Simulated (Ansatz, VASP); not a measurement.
# CSe2: VASP beside Ansatz, part 2 of 2

One calculation is typed for both programs; each brings its own data sets and cutoff. How far apart do they land? The cell is generated by rule, not measured, and may not be a known phase. The cell comes out of the VASP series on this material, whose earlier steps may have relaxed, scaled or displaced it; both programs get it as it stands.

VASP 6.6.1 and Ansatz 0.2.0.

So far: The structure; Ansatz: band structure, HSE06.

**3. VASP: band structure, HSE06**

Level of this step: HSE06; plane waves and PAW (C, Se); invented cell (VASP).

The same cell, functional, mesh and smearing now go to VASP, with its own data sets and cutoff.

Lines of VASP's logs that name or quote its potential files are left out, and so is its time.

INCAR reads:

```
SYSTEM = CSe2
PREC = Accurate
ENCUT = 520
EDIFF = 1E-06
NELM = 100
ISMEAR = 0
SIGMA = 0.02
LREAL = .FALSE.
ALGO = Normal
LHFCALC = .TRUE.
AEXX = 0.25
GGA = PE
HFSCREEN = 0.2
LASPH = .TRUE.
NBANDS = 14
PRECFOCK = Fast
LORBIT = 11
LWAVE = .FALSE.
LCHARG = .FALSE.
KPAR = 4
ISIF = 2
```

POSCAR reads:

```
CSe2
1.0
    3.0829854150      0.0000000000      0.0000000000
   -1.5414927080      2.6699436890      0.0000000000
    0.0000000000      0.0000000000      5.8172500000
C Se
1 2
Direct
    0.0000000000      0.0000000000      0.0000000000
    0.3333333330      0.6666666670      0.2325759247
    0.6666666670      0.3333333330      0.7674240753
```

KPOINTS reads:

```
Automatic mesh
0
Gamma
6 6 4
0 0 0
```

KPOINTS_OPT reads:

```
Line mode
8
Line-mode
Reciprocal
  0.00000000   0.00000000   0.00000000 GAMMA
  0.50000000   0.00000000   0.00000000 M

  0.50000000   0.00000000   0.00000000 M
  0.33333333   0.33333333   0.00000000 K

  0.33333333   0.33333333   0.00000000 K
  0.00000000   0.00000000   0.00000000 GAMMA

  0.00000000   0.00000000   0.00000000 GAMMA
  0.00000000   0.00000000   0.50000000 A

  0.00000000   0.00000000   0.50000000 A
  0.50000000   0.00000000   0.50000000 L

  0.50000000   0.00000000   0.50000000 L
  0.33333333   0.33333333   0.50000000 H

  0.33333333   0.33333333   0.50000000 H
  0.00000000   0.00000000   0.50000000 A

  0.50000000   0.00000000   0.50000000 L
  0.50000000   0.00000000   0.00000000 M

  0.33333333   0.33333333   0.00000000 K
  0.33333333   0.33333333   0.50000000 H
```

Potentials, in the order of the species: C and Se (PBE family, release 64).

Started as:

```bash
mpirun -np 4 vasp_std
```

Numbers of over 12 decimals in the logs are rounded to 6 here.

The program printed:

```text
[banner, memory and clock lines left out]
running    4 mpi-ranks, on    1 nodes
 distrk:  each k-point on    1 cores,    4 groups
 distr:  one band on    1 cores,    1 groups

 POSCAR found type information on POSCAR C Se
 POSCAR found :  2 types and       3 ions
 LDA part: xc-table for (Slater+PW92), standard interpolation
 found WAVECAR, reading the header
 POSCAR, INCAR and KPOINTS ok, starting setup
 FFT: planning ... GRIDC
 FFT: planning ... GRID_SOFT
 FFT: planning ... GRID
 reading WAVECAR
 the WAVECAR file was read successfully
 initial charge from wavefunction
 entering main loop
       N       E                     dE             d eps       ncg     rms          rms(c)
DAV:   1    -0.147593454748E+02   -0.14759E+02   -0.59822E-01   696   0.597E+00    0.151E+00
DAV:   2    -0.147491903885E+02    0.10155E-01   -0.15197E-02   720   0.119E+00    0.880E-01
DAV:   3    -0.147485977720E+02    0.59262E-03   -0.80170E-03   744   0.658E-01    0.499E-01
DAV:   4    -0.147476000159E+02    0.99776E-03   -0.11843E-03   792   0.304E-01    0.281E-01
DAV:   5    -0.147474591184E+02    0.14090E-03   -0.60995E-04   846   0.189E-01    0.144E-01
DAV:   6    -0.147474287975E+02    0.30321E-04   -0.15482E-04   786   0.817E-02    0.658E-02
DAV:   7    -0.147474158892E+02    0.12908E-04   -0.27261E-05   756   0.435E-02    0.319E-02
DAV:   8    -0.147474155117E+02    0.37753E-06   -0.81860E-06   786   0.207E-02
   1 F= -.14747416E+02 E0= -.14746953E+02  d E =-.925639E-03
 Start KPOINTS_OPT (optional k-point list driver)
k-point batch [1-24\72]
       N       E                     dE             ncg
DAV:   1     0.111419105195E+04   -0.10080E+05      672
DAV:   2    -0.611838363994E+03   -0.17260E+04      884
DAV:   3    -0.784452961839E+03   -0.17261E+03      786
DAV:   4    -0.787829936877E+03   -0.33770E+01      870
DAV:   5    -0.787862414299E+03   -0.32477E-01      864
DAV:   6    -0.787862814322E+03   -0.40002E-03      828
DAV:   7    -0.787862820675E+03   -0.63535E-05      692
DAV:   8    -0.787862820862E+03   -0.18676E-06      624
[...]
k-point batch [49-72\72]
       N       E                     dE             ncg
DAV:   1     0.868057453571E+03   -0.13256E+05      672
DAV:   2    -0.745458428354E+03   -0.16135E+04      870
DAV:   3    -0.899597646358E+03   -0.15414E+03      798
DAV:   4    -0.902511934896E+03   -0.29143E+01      870
DAV:   5    -0.902540399829E+03   -0.28465E-01      882
DAV:   6    -0.902540746482E+03   -0.34665E-03      852
DAV:   7    -0.902540752488E+03   -0.60057E-05      662
DAV:   8    -0.902540752681E+03   -0.19334E-06      630
```

From OUTCAR (step 3):

```text
ion  position               nearest neighbor table
   1  0.000  0.000  0.000-   2 2.24   3 2.24   3 2.24   2 2.24   3 2.24   2 2.24
   2  0.333  0.667  0.233-   1 2.24   1 2.24   1 2.24
   3  0.667  0.333  0.767-   1 2.24   1 2.24   1 2.24

  LATTYP: Found a hexagonal cell.
 ALAT       =     3.0829854150
 C/A-ratio  =     1.8868885891

 Subroutine GETGRP returns: Found 12 space group operations
 (whereof 12 operations were pure point group operations)

The static configuration has the point symmetry D_3d.

 Found     24 irreducible k-points:

   k-points           NKPTS =     24   k-points in BZ     NKDIM =    144   number of bands    NBANDS=     14

   dimension x,y,z NGX =    24 NGY =   24 NGZ =   48
   dimension x,y,z NGXF=    48 NGYF=   48 NGZF=   96

   ENCUT  =  520.0 eV  38.22 Ry    6.18 a.u.   5.73  5.73 10.82*2*pi/ulx,y,z

   NELECT =      16.0000    total number of electrons

 k-points in reciprocal lattice and weights: Automatic mesh
   0.00000000  0.00000000  0.00000000       0.007
   0.16666667  0.00000000  0.00000000       0.042
   0.33333333  0.00000000  0.00000000       0.042
   0.50000000  0.00000000  0.00000000       0.021
   0.16666667  0.16666667  0.00000000       0.042
   0.33333333  0.16666667  0.00000000       0.083
   0.33333333  0.33333333  0.00000000       0.014
   0.00000000  0.00000000  0.25000000       0.014
   0.16666667  0.00000000  0.25000000       0.042
[...]
0.33333333  0.16666667  0.50000000       0.083
   0.33333333  0.33333333  0.50000000       0.014

  exchange ACFDT corr.  =         0.00000000  see jH, gK, PRB 81, 115126

 average (electrostatic) potential at core
       1 -47.3008       2 -49.8635       3 -49.8635

 E-fermi :   6.0558

 k-point     1 :       0.0000    0.0000    0.0000
  band No.  band energies     occupation
    ...
      2     -10.6899      2.00000
      3      -4.9881      2.00000
      4       3.3305      2.00000
      5       3.9072      2.00000
      6       3.9072      2.00000
      7       6.4113      0.00000
      8       7.0580      0.00000
      9       7.0580      0.00000
     10      10.1106      0.00000
     11      10.1106      0.00000
    ...

 k-point     2 :       0.1667    0.0000    0.0000
  band No.  band energies     occupation
    ...
      3      -4.6637      2.00000
      4       0.7623      2.00000
      5       2.8865      2.00000
      6       3.0125      2.00000
      7       4.7538      2.00000
      8       7.1124      0.00000
      9       7.7697      0.00000
     10       8.8460      0.00000
     11      10.1159      0.00000
     12      11.0558      0.00000
    ...

 k-point     3 :       0.3333    0.0000    0.0000
  band No.  band energies     occupation
    ...
      4      -1.8039      2.00000
      5       0.1653      2.00000
      6       1.5970      2.00000
      7       3.9233      2.00000
      8       5.4843      2.00000
      9       6.3417      0.00000
     10       9.2520      0.00000
     11      10.2892      0.00000
     12      10.7593      0.00000
     13      12.8085      0.00000
    ...

  Total       -0.9241806     -0.9241806      1.0020642      0.0000000     -0.0000000     -0.0000000
  in kB      -30.9226100    -30.9226100     33.5285548      0.0000000     -0.0000000     -0.0000000
  external PRESSURE =      -9.4388884 kB  Pullay stress =       0.0000000 kB

  energy-cutoff  :      520.00
  volume of cell :       47.88
      direct lattice vectors                 reciprocal lattice vectors
     3.082985415  0.000000000  0.000000000     0.324360925  0.187269867  0.000000000
    -1.541492708  2.669943689  0.000000000     0.000000000  0.374539734  0.000000000
     0.000000000  0.000000000  5.817250000     0.000000000  0.000000000  0.171902531

 POSITION                                       TOTAL-FORCE (eV/Angst)
 -----------------------------------------------------------------------------------
      0.00000      0.00000      0.00000         0.000000     -0.000000     -0.000000
     -0.00000      1.77996      1.35295        -0.000000      0.000000     -0.178216
      1.54149      0.88998      4.46430         0.000000     -0.000000      0.178216
 -----------------------------------------------------------------------------------
    total drift:                                0.000000     -0.000000     -0.000003

  FREE ENERGIE OF THE ION-ELECTRON SYSTEM (eV)
  ---------------------------------------------------
  free  energy   TOTEN  =       -14.7474155117 eV

  energy  without entropy=      -14.7464898726  energy(sigma->0) =      -14.74695269

 total charge
# of ion       s       p       d       tot
------------------------------------------
    1        0.943   1.196   0.000   2.139
    2        1.541   2.124   0.084   3.749
    3        1.541   2.124   0.084   3.749
--------------------------------------------------
tot          4.024   5.444   0.168   9.636

[... 3 further parts left out ...]
```

The run ends at a pressure of -0.94 GPa, with forces up to 0.18 eV/Å.

**4. Side by side**

Known differences besides the PAW data sets themselves: exact exchange at q = 0 is treated differently, which shows on coarse meshes; VASP keeps PBE cores, Ansatz makes them for the functional; the data sets hold 36 valence electrons in Ansatz (default PAW (the set named soft_2) files) and 16 in VASP; the cutoff is 420 eV in Ansatz and 520 eV in VASP; VASP takes a coarser grid for exact exchange (PRECFOCK = Fast). Total energies have different zeros and are not compared.

Compared:

```tsv
quantity	Ansatz	VASP	difference
pressure (GPa)	-0.73	-0.94	+0.21
```

Forces (eV/Å; atoms numbered as in POSCAR):

```tsv
atom	Ansatz x, y, z	VASP x, y, z
C1	0.000, 0.000, 0.000	0.000, 0.000, 0.000
Se2	0.000, 0.000, -0.167	0.000, 0.000, -0.178
Se3	0.000, 0.000, 0.167	0.000, 0.000, 0.178
```

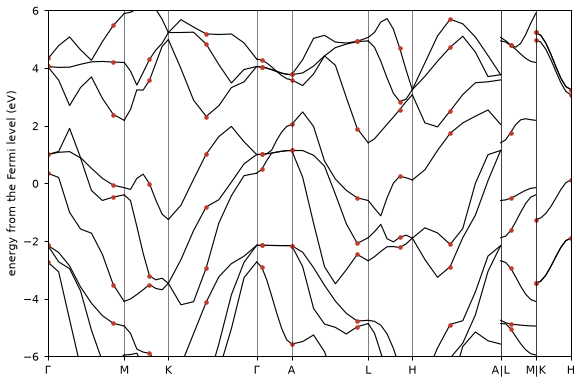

Bands from VASP (lines) and levels from Ansatz (dots). Dots without a line are higher empty bands that the VASP plot leaves out.

The forces differ by 5.4 meV/Å r.m.s., which is 6.4 % of the r.m.s. force of 0.08 eV/Å (both taken over all components). Levels from 3 eV below to 2 eV above the Fermi level differ by 9 meV r.m.s. and 18 meV at most; each VASP level is matched to the nearest of Ansatz, which flatters the figure a little. Ansatz's pressure holds a Pulay correction of 0.10 GPa; VASP's holds none.

**5. What came out**

| Quantity | Value |
| --- | --- |
| r.m.s. difference of levels near the Fermi level (band structure, HSE06) | 8.5 meV |

What this shows: The r.m.s. difference of levels near the Fermi level is 8.5 meV (band structure, HSE06), within the 80 meV picked in this series as the mark of a large difference. How closely two codes agree says nothing of how well the functional describes the real material.

[Lines on the potential files, build, host, timing and source positions are cut from VASP's logs without a mark.]

[Logs are printed without paths, hosts, clocks, repeated set-up lines and the standing remarks that a program may print on its own settings, such as how far it seeks lower states.]

[Hosts, paths, dates, database ids (printed as entryN), source tags and the programs' standing remarks are cut or masked in the printed files.]
